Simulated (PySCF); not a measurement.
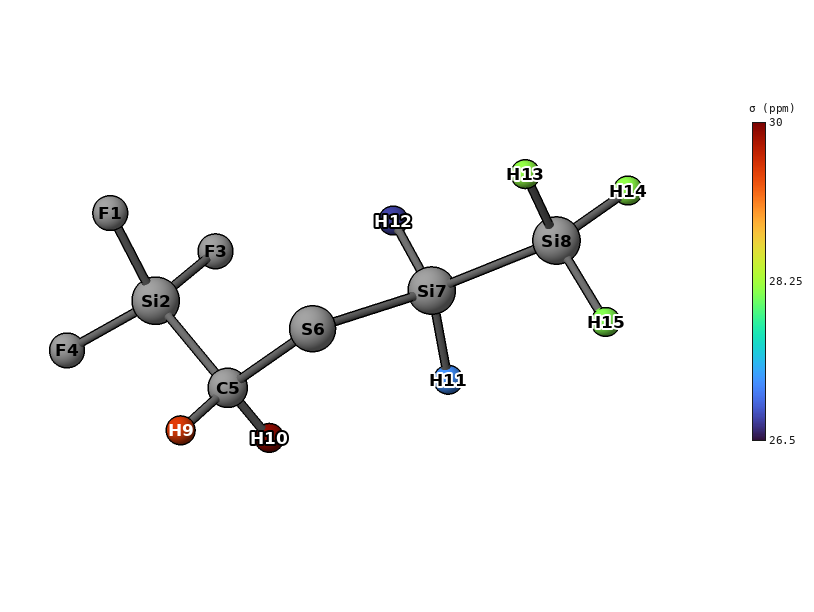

Atoms are coloured by their isotropic NMR shieldings (H only, the others grey). The geometry was computed by an optimisation with GFN2-xTB. No frequency run is at hand to confirm it as a minimum. Method: GIAO PBE0/pcSseg-1 NMR shielding, non-relativistic, gas phase (PySCF 2.14.0).

List the isotropic NMR shieldings of the H atoms.

```json
{"atom": "H9", "σ (ppm)": "29.48"}
{"atom": "H10", "σ (ppm)": "29.89"}
{"atom": "H11", "σ (ppm)": "27.14"}
{"atom": "H12", "σ (ppm)": "26.75"}
{"atom": "H13", "σ (ppm)": "28.18"}
{"atom": "H14", "σ (ppm)": "28.16"}
{"atom": "H15", "σ (ppm)": "28.12"}
```

The geometry is semi-empirical. Around Si such bond lengths and angles can be off by a tenth of an ångström or more and by several degrees, and values that hang on the shape move with them.
